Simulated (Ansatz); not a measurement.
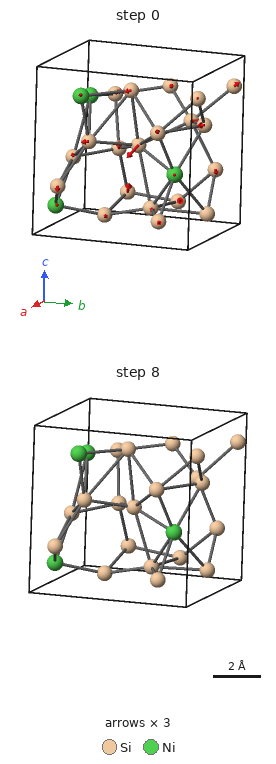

The structure of an amorphous cell of composition Si$_{5}$Ni (coarse preliminary run) before (top) and after (bottom) a relaxation, at one scale. The red arrows give the displacements (the part carried along by the change of the cell is left out), magnified 3 times.

Style: ball-and-stick. Shown: the cell of the calculation (origin shifted), slightly off an axis.

Case: the last frame of the dynamics, relaxed further on a centred mesh.

The calculation used Ansatz, DFT PBE, scalar-relativistic, plane waves, PAW.

Input file:
```yaml
crystal:
  lattice:
    - [7.3023832451, 0.3670364949, -0.3235197004]
    - [0.3754886516, 7.3274476481, -0.1182197976]
    - [-0.3314551037, -0.1224798949, 7.2735573318]
  atoms:
    - { symbol: Si, position: [0.7047205875, 0.392725495, 0.8132534067] }
    - { symbol: Si, position: [0.3262842885, 0.3466873306, 0.8792403807] }
    - { symbol: Si, position: [0.781469301, 0.7214302819, 0.3572107837] }
    - { symbol: Si, position: [0.4144691713, 0.5735692645, 0.1336514686] }
    - { symbol: Si, position: [0.7317637187, 0.4713676175, 0.1374103122] }
    - { symbol: Si, position: [0.9346785179, 0.1494545189, 0.4561254139] }
    - { symbol: Si, position: [0.9913305532, 0.7453679194, 0.1287396159] }
    - { symbol: Si, position: [0.4405169439, 0.1219173715, 0.5729335718] }
    - { symbol: Si, position: [0.772069834, 0.8236591911, 0.8614148598] }
    - { symbol: Si, position: [0.7422732303, 0.1497997914, 0.1662017535] }
    - { symbol: Si, position: [0.8876403202, 0.1006159503, 0.7674949456] }
    - { symbol: Si, position: [0.0709110905, 0.1139105618, 0.0772288945] }
    - { symbol: Si, position: [0.1524456075, 0.7650634309, 0.6831088754] }
    - { symbol: Si, position: [0.1797894694, 0.3548164014, 0.5309030396] }
    - { symbol: Si, position: [0.4457173334, 0.8152917047, 0.8913221678] }
    - { symbol: Si, position: [0.5388816192, 0.9617924854, 0.3069386795] }
    - { symbol: Si, position: [0.1988052103, 0.9456034227, 0.4281896529] }
    - { symbol: Si, position: [0.4377548497, 0.5612787569, 0.6616061759] }
    - { symbol: Si, position: [0.888584916, 0.5933240434, 0.6512515256] }
    - { symbol: Si, position: [0.1237100652, 0.4265416211, 0.1554367508] }
    - { symbol: Ni, position: [0.2500616537, 0.6154098159, 0.3911430472] }
    - { symbol: Ni, position: [0.5785812153, 0.1082474202, 0.8631569651] }
    - { symbol: Ni, position: [0.2767384105, 0.8667360839, 0.1440032624] }
    - { symbol: Ni, position: [0.2271063929, 0.0524449311, 0.8061432196] }
  symmetry: { detect: false }
basis:
  ecutwfc: 420
kpoints:
  mp_grid: { grid: [3, 3, 3] }
hamiltonian:
  xc: pbe
scf:
  occupations: { method: gaussian, width: 0.1 }
  lower_state_search: "off"
output:
  forces: true
  stress: true
  eigenvalues: true
relax:
  adjacent_minimum: "off"
  f_tol: 0.04
  max_steps: 25
  cell: { stress_tol: 0.3 }
```

Launched with:
```bash
ansatz run input.yaml --threads 2 --pin off --max-ram 5120MiB --backend cpu --events-out ev --progress --plain --runs-dir out
```

Q: What changed between the two?

A: The run was cut off at its time limit before the program reported convergence, but its last step already meets the force threshold: the largest component is 0.035 eV/Å against 0.04 eV/Å. The pressure is within 0.01 GPa of its target. The energy falls by 0.115 eV per cell of the calculation in 6 accepted moves (8 points after the start). Largest force component: 0.31 eV/Å at the start, 0.035 eV/Å at the end. The pressure goes from 0.46 to 0.01 GPa. The line search rejected the trial steps at points 3, 7 of the run. The atom that moves furthest relative to the cell is Si14 (0.29 Å along [2 −1 −2]). By element the largest moves are Si 0.29 Å, Ni 0.11 Å. Cell: a 7.319 → 7.471 Å (+2.1 %), b 7.338 → 7.366 Å (+0.4 %), c 7.282 → 7.234 Å (−0.7 %), α 92.0° → 91.6°, β 95.2° → 95.6°, γ 84.2° → 85.6°. Volume +2.0 %. Among the contacts that change: Si14–Si19 2.801 → 3.367 Å, Si5–Si20 2.845 → 3.080 Å, Si10–Ni22 2.439 → 2.615 Å, Si16–Si17 2.730 → 2.901 Å. Bond angles that change, for instance: Si6–Si14–Si18 171.5° → 157.8°, Si18–Si13–Si19 110.7° → 121.2°, Si11–Si6–Si14 95.0° → 105.0°.

Limits of the set-up: the periodic images lie only 7.3 Å apart, so the values are limited by the cell's size; an element that often carries a moment was run without spin polarisation.
